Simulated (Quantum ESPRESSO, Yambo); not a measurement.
# InP (F-43m): G0W0 with Yambo, start to end, part 2 of 2

Wanted: ground state, empty states, screening and self-energy for InP (F-43m).

Quantum ESPRESSO 7.5 and Yambo 5.3.0; PBE and many-body steps on it, plane waves. Known limits of the many-body steps: not at the basis limit; no spin-orbit coupling; coarse k mesh.

So far. Step 2 (Ground state): The gap is direct, at Γ. Step 3 (Bands along the symmetry lines): The gap is 0.686 eV, as in the run before at this level.

### Step 4. Empty states on the mesh, 4×4×4 mesh, 223 bands

Level of this step: DFT, PBE, plane waves, norm-conserving pseudopotentials (Quantum ESPRESSO).

The sums over transitions need many empty states on a uniform mesh; this step solves for them.

Input file pw.in:

```
&control
  calculation = 'nscf'
  prefix = 'x'
  outdir = 'o'
  pseudo_dir = 'pseudo'
/
&system
  ibrav = 0
  nat = 2
  ntyp = 2
  ecutwfc = 80.0
  nbnd = 223
  force_symmorphic = .true.
/
&electrons
  conv_thr = 1e-9
  electron_maxstep = 80
  diago_full_acc = .true.
  diago_thr_init = 5e-6
/
ATOMIC_SPECIES
  In 114.82 In.upf
  P 30.974 P.upf
CELL_PARAMETERS angstrom
  -0.0000000000 2.9343500000 2.9343500000
  2.9343500000 -0.0000000000 2.9343500000
  2.9343500000 2.9343500000 -0.0000000000
ATOMIC_POSITIONS crystal
  In 0.0000000000 0.0000000000 0.0000000000
  P 0.2500000000 0.2500000000 0.2500000000
K_POINTS automatic
  4 4 4 0 0 0
```

On the command line:

```console
> OMP_NUM_THREADS=1 mpirun -n 8 pw.x -nk 4 -in pw.in > pw.out
```

Log:

```text
[banner, memory and clock lines left out]
Program PWSCF v.7.5 starts

     Atomic positions and unit cell read from directory:
     o/x.save/

     Message from routine setup:
     using ibrav=0 with symmetry is DISCOURAGED, use correct ibrav instead

     bravais-lattice index     =            0
     lattice parameter (alat)  =       7.8420  a.u.
     unit-cell volume          =     341.0062 (a.u.)^3
     number of atoms/cell      =            2
     number of atomic types    =            2
     number of electrons       =        26.00
     number of Kohn-Sham states=          223
     kinetic-energy cutoff     =      80.0000  Ry
     charge density cutoff     =     320.0000  Ry
     Exchange-correlation= PBE
                           (   1   4   3   4   0   0   0)

     celldm(1)=   7.841981  celldm(2)=   0.000000  celldm(3)=   0.000000
     celldm(4)=   0.000000  celldm(5)=   0.000000  celldm(6)=   0.000000

     crystal axes: (cart. coord. in units of alat)
               a(1) = (  -0.000000   0.707107   0.707107 )
               a(2) = (   0.707107  -0.000000   0.707107 )
               a(3) = (   0.707107   0.707107  -0.000000 )

     reciprocal axes: (cart. coord. in units 2 pi/alat)
               b(1) = ( -0.707107  0.707107  0.707107 )
               b(2) = (  0.707107 -0.707107  0.707107 )
               b(3) = (  0.707107  0.707107 -0.707107 )
     Pseudo is Norm-conserving + core correction, Zval = 21.0
     Generated using ONCVPSP code by D. R. Hamann
     Using radial grid of 1964 points,  6 beta functions with:
     Pseudo is Norm-conserving + core correction, Zval =  5.0
     Generated using ONCVPSP code by D. R. Hamann
     Using radial grid of 1298 points,  6 beta functions with:
     In               21.00   114.82000     In( 1.00)
     P                 5.00    30.97400     P ( 1.00)

     24 Sym. Ops. (no inversion) found

   Cartesian axes

     site n.     atom                  positions (alat units)
         1        In     tau(   1) = (   0.0000000   0.0000000   0.0000000  )
         2        P      tau(   2) = (   0.3535534   0.3535534   0.3535534  )

     number of k points=     8
                       cart. coord. in units 2pi/alat
        k(    1) = (   0.0000000   0.0000000   0.0000000), wk =   0.0312500
        k(    2) = (   0.1767767   0.1767767  -0.1767767), wk =   0.2500000
        k(    3) = (  -0.3535534  -0.3535534   0.3535534), wk =   0.1250000
[...]
k(    7) = (  -0.7071068   0.0000000   0.0000000), wk =   0.0937500
        k(    8) = (  -0.7071068   0.3535534   0.0000000), wk =   0.1875000

     Dense  grid:    33079 G-vectors     FFT dimensions: (  45,  45,  45)

     The potential is recalculated from file :
     o/x.save/charge-density

     Starting wfcs are   17 randomized atomic wfcs +  206 random wfcs

     Band Structure Calculation

     End of band structure calculation

          k = 0.0000 0.0000 0.0000 (  4111 PWs)   bands (ev):

  -106.7657 -65.2427 -65.2427 -65.2427  -5.9358  -5.9358  -5.9358  -5.7871
    -5.7871  -3.2311   8.2604   8.2604   8.2604   8.9469  12.3492  12.3492
    12.3492  16.8336  17.6674  17.6674  19.4792  19.4792  19.4792  22.1665
[...]
[... 16 further rows ...]
[...]
150.0285 150.1521 150.1521 150.1521 150.4515 150.4515 150.9257

          k = 0.1768 0.1768-0.1768 (  4122 PWs)   bands (ev):

[...]
[... 16 further rows ...]
[...]
147.3587 147.6374 147.6374 148.3180 148.6842 148.6842 149.7854

          k =-0.3536-0.3536 0.3536 (  4140 PWs)   bands (ev):

[...]
64.4159  66.7542  66.7542  66.8024  67.0517  67.0517  68.1622  68.8442
     [... 16 further rows ...]
   141.3483 141.5629 142.6079 143.1072 143.1072 143.9625 143.9625 144.2150
   144.8075 144.8075 147.6443 147.6443 147.7350 148.0223 148.3260

          k = 0.3536 0.0000 0.0000 (  4088 PWs)   bands (ev):

     [... further k-points ...]

     highest occupied, lowest unoccupied level (ev):     8.2604    8.9469

     XML data file, pseudopotentials, collected wavefunctions
```

Elapsed: 6.8 s, on 8 MPI ranks of Intel Xeon 6975P-C (Granite Rapids), shared host; peak memory 0.79 GiB.

This step gave:

```yaml
gap: 0.6864 eV
k_of_the_valence_top: 0, 0, 0
k_of_the_conduction_bottom: 0, 0, 0
least_direct_gap: 0.6864 eV
k_points_computed: 8
lowest_point_of_the_top_converged_band_above_the_valence_top: 139.4918 eV
```

On this mesh the gap is 0.686 eV.

### Step 5. Conversion and set-up

This step: Yambo 5.3.0; conversion and set-up on PBE, plane waves, norm-conserving pseudopotentials.

The states are converted to the many-body program's format and the q mesh is built.

On the command line:

```console
> (cd o/x.save; p2y > p2y.log; mv SAVE ../..); yambo > setup.log
```

Log:

```text
 Yambo, version 5.3.0

 [02] CORE Variables Setup
 =========================

  [02.01] Unit cells
  ==================

  Cell kind             :  FCC
  Atoms in the cell     :  In  P
  number of In atoms    :  1
  number of P  atoms    :  1

  List of atomic masses
  Mass of In    :  114.8200
  Mass of P     :  30.97400

  List of atomic coordinates    : [cc]
  In1       :  0.000000  0.000000  0.000000  order 1
  P1       :  2.772559  2.772559  2.772559  order 2

  Alat factors          :  5.545118  5.545118  5.545118 [a.u.]
  Direct lattice volume :  341.0062 [a.u.]
  Direct lattice vectors:  A[ 1 ]  A[ 2 ]  A[ 3 ]
   A[ 1 ]: -0.000000  1.000000  1.000000  [iru]
  -0.000000  5.545118  5.545118  [cc]
   A[ 2 ]:  1.000000 -0.000000  1.000000  [iru]
   5.545118 -0.000000  5.545118  [cc]
   A[ 3 ]:  1.000000  1.000000 -0.000000  [iru]
   5.545118  5.545118 -0.000000  [cc]

  Recip. lattice volume :  0.727407 [a.u.]
  Recip. lattice vectors:  B[ 1 ]  B[ 2 ]  B[ 3 ]
   B[ 1 ]: -0.500000  0.500000  0.500000  [iku]
  -0.566551  0.566551  0.566551  [cc]
   B[ 2 ]:  0.500000 -0.500000  0.500000  [iku]
   0.566551 -0.566551  0.566551  [cc]
   B[ 3 ]:  0.500000  0.500000 -0.500000  [iku]
   0.566551  0.566551 -0.566551  [cc]

  [02.02] Symmetries
  ==================

  Inversion symmetry    : yes
  Spatial inversion     : no
  Inversion index       :  25
  K-space Time-reversal : yes
  Magnetic symmetries   : no
  Time-reversal derived K-space symmetries:   25   48
  Group table correct   : yes
  Symmetries units      :  [cc]

   [S  1]:   1.0000     -0.16705E-16 -0.16705E-16 -0.16705E-16   1.0000      0.16705E-16  0.16705E-16  0.16705E-16   1.0000
   [S  2]:  -1.0000      0.16705E-16 -0.16705E-16  0.16705E-16  -1.0000      0.16705E-16 -0.16705E-16 -0.16705E-16   1.0000
   [S  3]:  -1.0000     -0.16705E-16  0.16705E-16  0.16705E-16   1.0000     -0.16705E-16 -0.16705E-16  0.16705E-16  -1.0000
[...]
[S  9]: -0.16705E-16   1.0000     -0.16705E-16  0.16705E-16 -0.16705E-16   1.0000       1.0000      0.16705E-16  0.16705E-16
   [S 10]: -0.16705E-16  -1.0000      0.16705E-16  0.16705E-16  0.16705E-16  -1.0000       1.0000     -0.16705E-16 -0.16705E-16
     [... 36 further rows ...]
   [S*47]:   1.0000     -0.16705E-16  0.16705E-16 -0.16705E-16  0.16705E-16  -1.0000      0.16705E-16   1.0000     -0.16705E-16
   [S*48]:   1.0000      0.16705E-16 -0.16705E-16 -0.16705E-16 -0.16705E-16   1.0000      0.16705E-16  -1.0000      0.16705E-16

  [02.03] Reciprocal space
  ========================

  nG shells         :   335
  nG charge         :   33079
  nG WFs            :   4987
  nC WFs            :   4140
  G-vecs. in first 33 shells:  [ Number ]
     1    9   15   27   51   59   65   89  113
    137   169   181   229   259   283   307   331   339
    387   411   459   531   537   561   609   645   701
    725   749   821   869   893   941
  ...
[...]
K/Q-points units:
  rlu = crystal or reduced units; cc = cartesian coordinates; iku = interal k-units

  K [1]          [rlu]:  0.000000  0.000000  0.000000
         WF components:   4111
  K [2]          [rlu]:  0.59653E-17  0.59653E-17  0.25000
         WF components:   4122
  K [3]          [rlu]: -0.11931E-16 -0.11931E-16 -0.50000
         WF components:   4140
  K [4]          [rlu]:  0.20327E-17  0.25000      0.25000
         WF components:   4088
  K [5]          [rlu]: -0.17896E-16  0.25000     -0.50000
         WF components:   4121
  [... 2 further k-points ...]
  K [8]          [rlu]:  0.250000 -0.500000 -0.250000
         WF components:   4128

  [02.05] Energies & Occupations
  ==============================

  [X] === General ===
  [X] Electronic Temperature                        :  0.000000  0.000000 [eV K]
  [X] Bosonic    Temperature                        :  0.000000  0.000000 [eV K]
  [X] Finite Temperature mode                       : no
  [X] El. density                                   :  0.51453E+24 [cm-3]
  [X] Fermi Level                                   :  8.260446 [eV]

  [X] === Gaps and Widths ===
  [X] Conduction Band Min                           :  0.686429 [eV]
  [X] Valence Band Max                              :  0.000000 [eV]
  [X] Filled Bands                                  :  13
  [X] Empty Bands                                   :   14  223
  [X] Direct Gap                                    :  0.686429 [eV]
  [X] Direct Gap localized at k                     :  1
  [X] Indirect Gap                                  :  0.686429 [eV]
  [X] Indirect Gap between kpts                     :  1  1
  [X] Last valence band width                       :  2.892736 [eV]
  [X] 1st conduction band width                     :  3.606219 [eV]

  E @ K [1]:  [eV]
  -115.0261  -73.5032  -73.5032  -73.5032  -14.1962  -14.1962  -14.1962  -14.0476
   -14.0476     -11.4915    -0.149563E-8 -0.148236E-8   0.00000     0.686429      4.08873      4.08873
    4.08873   8.57316   9.40696   9.40696  11.21876  11.21876  11.21876  13.90602
[...]
occ @ K [1]
[...]
E @ K [2]:  [eV]
[...]
occ @ K [2]
[...]
E @ K [3]:  [eV]
[...]
occ @ K [3]
[...]
E @ K [4]:  [eV]
[...]
occ @ K [4]
[...]
E @ K [5]:  [eV]
[...]
occ @ K [5]
[...]
[... 2 further k-points ...]
  E @ K [8]:  [eV]
[...]
occ @ K [8]
[...]
0.000000  0.000000  0.000000  0.000000  0.000000  0.000000  0.000000  0.000000
   0.000000  0.000000  0.000000  0.000000  0.000000  0.000000  0.000000  0.000000

 [03] Transferred momenta grid and indexing
 ==========================================

 IBZ Q-points                                      :   8
 BZ  Q-points                                      :   64

 K/Q-points units:
 rlu = crystal or reduced units; cc = cartesian coordinates; iku = interal k-units

 Q [1]          [rlu]:  0.000000  0.000000  0.000000
 Q [2]          [rlu]:  0.92257E-17  0.92257E-17  0.25000
 Q [3]          [rlu]: -0.18451E-16 -0.18451E-16 -0.50000
[...]
Q [7]          [rlu]: -0.40653E-17 -0.50000     -0.50000
 Q [8]          [rlu]:  0.250000 -0.500000 -0.250000

  [03.01] X indexes
  =================

   [03.01.01] Sigma indexes
   ========================

 [06] Game Over & Game summary
```

It took 2.7 s on 1 MPI rank; peak memory 0.25 GiB.

### Step 6. Screening and self-energy, 4×4×4 mesh, 223 bands, screening to 210.9 eV

Now the one-shot GW correction: screening in the RPA, then the self-energy of the levels asked for.

This step: G0W0 on PBE, plane waves, norm-conserving pseudopotentials.

Input file gw1.in:

```
HF_and_locXC
gw0
dyson
ppa
em1d
rim_cut
RandQpts= 1000000
RandGvec= 1 RL
EXXRLvcs= 80 Ry
VXCRLvcs= 320 Ry
Chimod= "HARTREE"
% BndsRnXp
 1 | 223 |
%
NGsBlkXp= 15.5 Ry
% LongDrXp
 1 | 1 | 1 |
%
% GbndRnge
 1 | 223 |
%
DysSolver= "n"
ExtendOut
PPAPntXp= 27.21138 eV
% QPkrange
 1 | 1 | 12 | 15 |
%
```

On the command line:

```console
> OMP_NUM_THREADS=1 mpirun -n 8 yambo -F gw1.in -J gw1 -C gw1 > gw1.log
```

Log:

```text
 Yambo, version 5.3.0

 [02] CORE Variables Setup
 =========================

  [... cell, symmetries and grids as in the set-up ...]

  [02.05] Energies & Occupations
  ==============================

  [X] === General ===
  [X] Electronic Temperature                        :  0.000000  0.000000 [eV K]
  [X] Bosonic    Temperature                        :  0.000000  0.000000 [eV K]
  [X] Finite Temperature mode                       : no
  [X] El. density                                   :  0.51453E+24 [cm-3]
  [X] Fermi Level                                   :  8.260446 [eV]

  [X] === Gaps and Widths ===
  [X] Conduction Band Min                           :  0.686429 [eV]
  [X] Valence Band Max                              :  0.000000 [eV]
  [X] Filled Bands                                  :  13
  [X] Empty Bands                                   :   14  223
  [X] Direct Gap                                    :  0.686429 [eV]
  [X] Direct Gap localized at k                     :  1
  [X] Indirect Gap                                  :  0.686429 [eV]
  [X] Indirect Gap between kpts                     :  1  1
  [X] Last valence band width                       :  2.892736 [eV]
  [X] 1st conduction band width                     :  3.606219 [eV]

 [03] Transferred momenta grid and indexing
 ==========================================

 IBZ Q-points                                      :   8
 BZ  Q-points                                      :   64

 K/Q-points units:
 rlu = crystal or reduced units; cc = cartesian coordinates; iku = interal k-units

 Q [1]          [rlu]:  0.000000  0.000000  0.000000
 Q [2]          [rlu]:  0.92257E-17  0.92257E-17  0.25000
 Q [3]          [rlu]: -0.18451E-16 -0.18451E-16 -0.50000
 Q [4]          [rlu]:  0.20327E-17  0.25000      0.25000
 Q [5]          [rlu]: -0.25051E-16  0.25000      0.50000
 Q [6]          [rlu]: -0.73963E-16  0.25000     -0.25000
 Q [7]          [rlu]: -0.40653E-17 -0.50000     -0.50000
 Q [8]          [rlu]:  0.250000 -0.500000 -0.250000

 [04] Coloumb potential Random Integration (RIM)
 ===============================================

  [04.01] RIM initialization
  ==========================

  * Diagonal components only detected *

  8 x (sBL volume)        :  0.090926 [a.u.]
  sBZ random points       :  1000000
  Points outside the sBZ  :   7987327
  RL volume               :  0.727407 [a.u.]
  Integrated volume       :  0.728561 [a.u.]

  [04.02] RIM integrals
  =====================

  Gamma point sphere radius             :  0.081567 [a.u.]
  Points outside the sphere             :   799513
  [Int_sBZ(q=0) 1/q^2]*(Vol_sBZ)^(-1/3) =:  7.764325
                                 should be <:  7.795600

  Summary of Coulomb integrals for non-metallic bands |Q|[au] RIM/Bare

  Q [1] 0.100000E-4 0.995988 * Q [2] 0.245324 1.066027
  Q [4] 0.283276 1.064776 * Q [6] 0.400612 1.027388
  Q [5] 0.469759 1.020443 * Q [3] 0.490648 1.018189
  Q [7] 0.566551 1.014848 * Q [8] 0.633423 1.011845

 [05] Dipoles
 ============

  [05.01] Setup: observables and procedures
  =========================================

 [06] Dynamic Dielectric Matrix (PPA)
 ====================================

 [SLK-Inversion]  Pools        :  2
 [SLK-Inversion]  BLACS grid   :  2  2

 [WR./gw1//ndb.pp]---------------------------------------------------------------
  Brillouin Zone Q/K grids (IBZ/BZ)                :    8   64    8   64
  RL vectors                                       :   5029 [WF]
  Coulomb cutoff potential                         : none
  Electronic Temperature                           :  0.000000 [K]
  Bosonic    Temperature                           :  0.000000 [K]
  PPA    diel. fun.  energies                      : Perdew, Burke & Ernzerhof(X)+Perdew, Burke & Ernzerhof(C)
  wavefunctions                                    : Perdew, Burke & Ernzerhof(X)+Perdew, Burke & Ernzerhof(C)
  Global Gauge                                     : length
  X matrix size                                    :   387
  X band range                                     :    1  223
  X e/h energy range                               : -1.000000 -1.000000 [eV]
  X Time ordering                                  : R
  X Hxc Kernel                                     : HARTREE
  X Drude frequency                                :  0.000000  0.000000
  X poles                                          :  100.0000 [o/o]
  RL vectors in the sum                            :   5029
  [r,Vnl] included                                 : yes
  Field direction                                  :  0.577350E-5  0.577350E-5  0.577350E-5
  BZ energy Double Grid                            : no
  BZ energy DbGd points                            : 0
  BZ Q point size factor                           : -1.000000
  X Optical Averaged directions                    : none

 [07] Local Exchange-Correlation + Non-Local Fock
 ================================================

 [VXC] Plane waves :   33079
 [EXS] Plane waves :   4279

 QP @ state[ 1 ] K range:  1  1
 QP @ state[ 1 ] b range:  12  15

 [xc] Functional : Perdew, Burke & Ernzerhof(X)+Perdew, Burke & Ernzerhof(C)
 [xc] LIBXC used to calculate xc functional
  PP Number of Atomic Species                      :  2
  NLCC RL compoments                               :   33079
  PP Number of Atomic Species                      :  2
  NLCC RL compoments                               :   33079

 [xc] E_xc :  -18.18593 [Ha]
      E_xc :  -36.37186 [Ry]

  Local XC kind (lXC) : Perdew, Burke & Ernzerhof(X)+Perdew, Burke & Ernzerhof(C)
  Non-Local XC kind (nlXC) : Hartree-Fock

  Corrections @ K [1] :  [eV]
 <12|nlXC|12> = -14.70522  0.91390E-17 <12|lXC|12> = -12.90482  0.000000
 <13|nlXC|13> = -14.70536  0.46455E-17 <13|lXC|13> = -12.90482  0.000000
 <14|nlXC|14> = -7.812628  0.48392E-17 <14|lXC|14> = -11.73024 -0.75527E-15
 <15|nlXC|15> = -6.358377 -0.45710E-18 <15|lXC|15> = -10.77631 -0.94408E-16

 [08] Dyson equation: Newton solver
 ==================================

  [08.01] G0W0 (W PPA)
  ====================

  [  GW  ] Bands range     :    1  223
  [GW/PPA] G damping       :  0.100000 [eV]

  QP @ state[ 1 ] K range:  1  1
  QP @ state[ 1 ] b range:  12  15

   Sc/G bands                                       :    1  223
   Sc/G damping                                     :  0.100000 ev
   Sc bands terminator                              : no
   Sx RL components                                 :   4279

   QP @ state[ 1 ] K range                          :  1  1
   QP @ state[ 1 ] b range                          :  12  15
   GF energies kind                                 : Perdew, Burke & Ernzerhof(X)+Perdew, Burke & Ernzerhof(C)
   GF WF`s kind                                     : Perdew, Burke & Ernzerhof(X)+Perdew, Burke & Ernzerhof(C)
   Xs energies kind                                 : Perdew, Burke & Ernzerhof(X)+Perdew, Burke & Ernzerhof(C)
   Xs WF`s kind                                     : Perdew, Burke & Ernzerhof(X)+Perdew, Burke & Ernzerhof(C)

 [11] Game Over & Game summary
```

The job ended after 3 min (8 MPI ranks; peak memory 3.9 GiB).

Numbers from this step:

```yaml
g0w0_gap_on_the_points_computed: 1.383 eV
starting_gap_on_the_mesh: 0.6864 eV
k_of_the_valence_top: 0, 0, 0
k_of_the_conduction_bottom: 0, 0, 0
least_direct_g0w0_gap_on_the_computed_points: 1.383 eV
z_at_the_valence_top: 0.7800
z_at_the_conduction_bottom: 0.7936
```

The gap on the mesh goes from 0.69 eV to 1.38 eV, a correction of +0.70 eV.

Limits: finite bands, cutoff and mesh; no spin-orbit coupling; coarse k mesh. v1 is the top filled band, c1 the lowest empty one. Levels before and after the correction, in eV, zero at the valence-band top of each column:

```tsv
	conduction bottom	valence top
Kohn-Sham	0.69	0.00
G0W0	1.38	0.00
```

```tsv
	level	energy (eV)
Kohn-Sham	Γ v2-v1	0.000
Kohn-Sham	Γ c1	0.686
Kohn-Sham	Γ c2	4.089
G0W0	Γ v2-v1	0.000
G0W0	Γ c1	1.383
G0W0	Γ c2	4.896
```

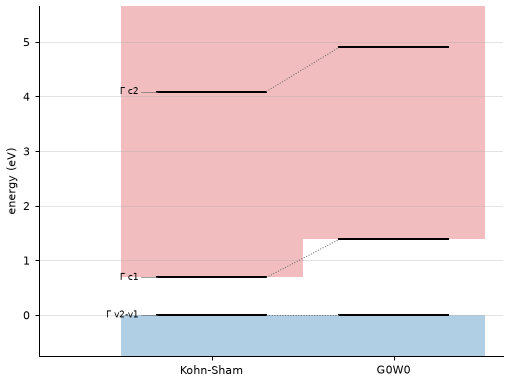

Levels before and after the correction. Shaded: valence and conduction bands.

### Step 7. Where the time went

Times are wall times on the hardware named with each run, good to a factor of about two.

```tsv
step	time	share	memory (GiB)
ground state	2.8 s	1 %	0.59
bands along the symmetry lines	2.5 s	1 %	0.52
empty states on the mesh	6.8 s	3 %	0.79
conversion and set-up	2.7 s	1 %	0.25
screening and self-energy	3 min	92 %	3.9
```

### Step 8. What came out

| Property | Result |
| --- | --- |
| PBE gap | 0.69 eV, direct |
| G0W0 gap on the mesh | 1.38 eV |
| GW settings | 4×4×4 mesh, 223 bands, screening to 210.9 eV, Godby-Needs plasmon pole |
| known limits | not at the basis limit; no spin-orbit coupling; coarse k mesh |

G0W0 moves the gap on the mesh from 0.69 eV to 1.38 eV (+0.70 eV), with Z of 0.78 and 0.79 at the edges. Only 1 of the mesh's irreducible points was corrected, so a valley elsewhere could overtake. The dearest step here is «screening and self-energy». Bands and cutoff are finite, so the gap is not at the basis limit. The miss can reach some tenths of an eV and take either sign; the mesh is an error of its own. In the G0W0 run levels were corrected at 1 k point alone, so a gap called «on the mesh» is the least over those, and an edge elsewhere would be missed. The 4×4×4 mesh is coarse for this cell, which bears on the long-range parts of exchange and screening. The many-body steps are scalar-relativistic: spin-orbit coupling is not in them.

[Paths, hosts, dates, memory and timing lines, banners, echoed tables and standing remarks are left out of the program output.]

[Logs are printed without paths, hosts, clocks, repeated set-up lines and the standing remarks that a program may print on its own settings, such as how far it seeks lower states.]

[Runs of the session that timed out or met a known fault of the program may be left out.]

[Hosts, paths, dates, database ids (printed as entryN), source tags and the programs' standing remarks are cut or masked in the printed files.]
